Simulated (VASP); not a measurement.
Band structure of TlBr (space group P3_221). All values below come from PBE GGA, VASP's PBE PAW potentials (set 64) (plane waves; VASP).

Unless said otherwise, spin-orbit coupling is left out, though it shifts the bands of the heavy elements here.

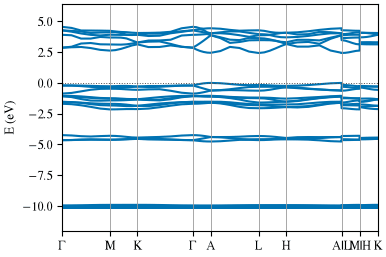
Figure: Bands along high-symmetry lines, zero at the valence-band maximum or, without a gap, the Fermi level

### Question
Read the plot: is there a gap, and where are the band edges?

### Answer
The gap is indirect, 2.43 eV, from the valence maximum at A to the conduction minimum at L.

The structure was generated: TlBr was put into an ordered model structure, which need not be its known phase. The cell was not relaxed at this level. The k-mesh is coarse (spacing up to 0.52 per Å, 2π included), so the numbers may not be converged in it.
